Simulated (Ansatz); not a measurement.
# GeHF (SMILES [F][GeH]): B2PLYP/STO-3G

Aim: the electronic atomisation energy of GeHF at B2PLYP/STO-3G, from 4 runs. 

The calculation is run with Ansatz 0.2.0.

60 further runs of the same task are left out: 17 that didn't finish, 43 set aside as unsound or not needed.

### 1 The structure to begin with

GeHF: 3 atoms, total charge 0, spin state singlet. As SMILES, `[F][GeH]`. The coordinates come from a PBE0-D4/def2-TZVP relaxation.

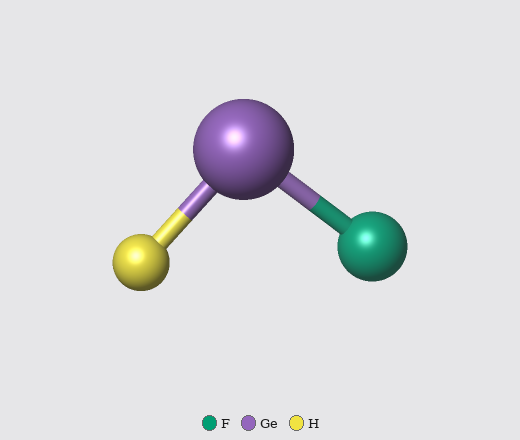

The structure, seen from a chosen angle (fluorine teal, germanium purple, hydrogen yellow).

### 2 The energy at B2PLYP/STO-3G

The input, job.yaml:

```yaml
basis:
  gaussian: {orbitals: STO-3G}
crystal:
  periodic: [false, false, false]
  atoms:
    - {symbol: F, position_ang: [0.672100, 1.012600, 0.469700]}
    - {symbol: Ge, position_ang: [-0.657900, 0.195200, -0.335600]}
    - {symbol: H, position_ang: [-0.025200, -1.272700, -0.147400]}
hamiltonian: {xc: {name: B2PLYP}}
correlation: {frozen_orbitals: {F: 1, Ge: 9, H: 0}}
accuracy: high
```

On the command line:

```sh
$ ansatz run job.yaml --threads 1 --pin off --max-ram 2610MiB --events-out events.jsonl --progress --plain --runs-dir runs
```

The log of the run:

```text
Warning: RAYON_NUM_THREADS=1 ignored (pool sized by the plan → 1); use --threads N
Functional definition: B2PLYP
  name "B2PLYP"
  parameter a = 0.53
  parameter c = 0.27
  exchange = (1 - a)*b88_x + a*exact_x
  correlation = (1 - c)*lyp_c + c*(mp2_os + mp2_ss)
327 factors; integrals over basis functions are off by at most 4.5e-9 eV
mean field evaluation 1: about -58544.4684 eV, gradient 1.6e1 eV
mean field evaluation 2: about -58544.4835 eV, gradient 1.6e1 eV
mean field evaluation 4: about -58545.7987 eV, gradient 9.9e-1 eV
mean field evaluation 8: about -58545.8046 eV, gradient 2.3e-2 eV
mean field evaluation 16: about -58545.8046 eV, gradient 1.5e-6 eV
mean field -58545.80459723 eV, -2151.5186351765 hartree, gradient 5.1e-8 eV, S^2 0.000000; 0 other end points of the search recorded, 0 dependent functions left out
10 core orbitals not correlated: weight in the atoms' cores, before any rotation towards them, 1.000 or more for the frozen orbitals, at most 0.000 for the correlated occupied ones
reference -58545.80461139 eV, -2151.5186356970 hartree; 11, 11 occupied and 3, 3 virtual orbitals, 327 factors
second order -2.53585873 eV of doubles, -0.00000000 eV of singles
Total energy: -58546.48929325 eV, -2151.5437972912 hartree
```

Wall time 1.5 s (1 thread of Arm Neoverse V1, shared host); peak memory 0.09 GiB.

### 3 The F atom

The input, run.yaml:

```yaml
crystal:
  periodic: [false, false, false]
  atoms:
    - {symbol: F, position_ang: [0.000000, 0.000000, 0.000000]}
basis:
  gaussian: {orbitals: STO-3G}
magnetization: {spin_polarized: true, initial_magnetization: 1}
hamiltonian: {xc: {name: B2PLYP}}
correlation: {frozen_orbitals: {F: 1}}
accuracy: high
```

Run the same way, it converges to -98.18742 Eh (log not shown).

### 4 The Ge atom, same level

The input, in.yaml:

```yaml
basis:
  gaussian:
    orbitals: STO-3G
crystal:
  periodic: [false, false, false]
  atoms:
    - {symbol: Ge, position_ang: [0.000000, 0.000000, 0.000000]}
accuracy: high
magnetization:
  spin_polarized: true
  initial_magnetization: 2
correlation:
  frozen_orbitals: {Ge: 9}
hamiltonian:
  xc: {name: B2PLYP}
```

On the command line:

```sh
$ ansatz run in.yaml --threads 1 --pin off --max-ram 2610MiB --events-out events.jsonl --progress --plain --runs-dir runs
```

The log of the run, shortened:

```text
Warning: RAYON_NUM_THREADS=1 ignored (pool sized by the plan → 1); use --threads N
[... 2 set-up lines as earlier in the session ...]
[...]
138 factors; integrals over basis functions are off by at most 4.5e-9 eV
[...]
mean field -55852.64121850 eV, -2052.5467065000 hartree, gradient 1.8e-9 eV, S^2 2.000001; 6 other end points of the search recorded, 0 dependent functions left out
9 core orbitals not correlated: weight in the atoms' cores, before any rotation towards them, 1.000 or more for the frozen orbitals, at most 0.000 for the correlated occupied ones
reference -55852.64123237 eV, -2052.5467070098 hartree; 8, 6 occupied and 1, 3 virtual orbitals, 138 factors
second order -0.28778952 eV of doubles, -0.00000000 eV of singles
Total energy: -55852.71893555 eV, -2052.5495625487 hartree
```

Wall time 1.4 s (1 thread of Arm Neoverse V1, shared host); peak memory 0.094 GiB.

### 5 The H atom, same level

The input, job.yaml:

```yaml
crystal:
  periodic: [false, false, false]
  atoms:
    - symbol: H
      position_ang: [0.000000, 0.000000, 0.000000]
basis:
  gaussian:
    orbitals: STO-3G
hamiltonian:
  xc: {name: B2PLYP}
accuracy: high
correlation:
  frozen_orbitals: {H: 0}
magnetization:
  spin_polarized: true
  initial_magnetization: 1
```

Run the same way, it converges to -0.46478 Eh (log not shown).

### 6 Results

Level: B2PLYP/STO-3G, 10 core orbitals frozen.

```
                     quantity           value
       molecule: total energy  -2151.54380 Eh
         F atom: total energy    -98.18742 Eh
                 F atom: ⟨S²⟩           0.750
        Ge atom: total energy  -2052.54956 Eh
                Ge atom: ⟨S²⟩           2.000
         H atom: total energy     -0.46478 Eh
                 H atom: ⟨S²⟩           0.750
electronic atomisation energy        9.307 eV
```

Taking the molecule apart into free atoms costs 9.31 eV (898 kJ/mol), before zero-point energy and without spin-orbit coupling. In a minimal basis such a difference can be off by several eV, whatever the method.
